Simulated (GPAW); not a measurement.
# Polarising a 9-layer slab of Pt(110) with a field along the normal

The dipole of the cell at several fields, atoms fixed. What does the strongest field give, and what length does the slope stand for?

**Method.** GPAW 26.7.0, plane waves (400 eV), PAW setups, PBE, 8×11 mesh, a dipole layer in the vacuum; geometry relaxed without an applied field with GPAW. The cell's area is 10.87 Å², and e/ε0 = 180.95 V Å.

The runs, one held back:

```tsv
field (V/Å)	dipole (e Å)
−0.2	−0.1686
−0.1	−0.0844
−0.05	−0.0420
0.05	0.0424
0.1	0.0846
0.2	0.1692
0.3	?
```

Q: What is the dipole at 0.3 V/Å?

**Working.** A line through the 6 points has the slope α = 0.845 e Å per V/Å and the intercept p₀ = 0.0002 e Å (r.m.s. residual 8.7e−05). At 0.3 V/Å it gives p = 0.0002 + 0.845 × 0.3 = 0.2536 e Å; the run gives 0.2536 e Å, so the response stays linear to 0.0 % of the induced part. Dividing by ε0 and the area: α/(ε0 A) = 0.845 × 180.95 / 10.87 = 14.07 Å, against 11.19 Å between the outer nuclei. A metal screens fully, so the excess of 2.88 Å puts the image planes about 1.44 Å outside the outer atoms on average.

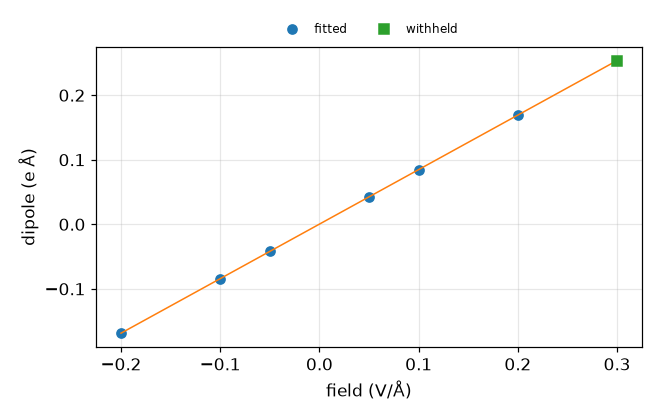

The line and the withheld run.

Caveats: This is the electronic response alone; ions that move would add to it in polar layers. No run was spin-polarised, so magnetic states weren't tested. Spin-orbit coupling is left out, which matters for the heavier atoms here.

[Logs are printed without paths, hosts, clocks, repeated set-up lines and the standing remarks that a program may print on its own settings, such as how far it seeks lower states.]
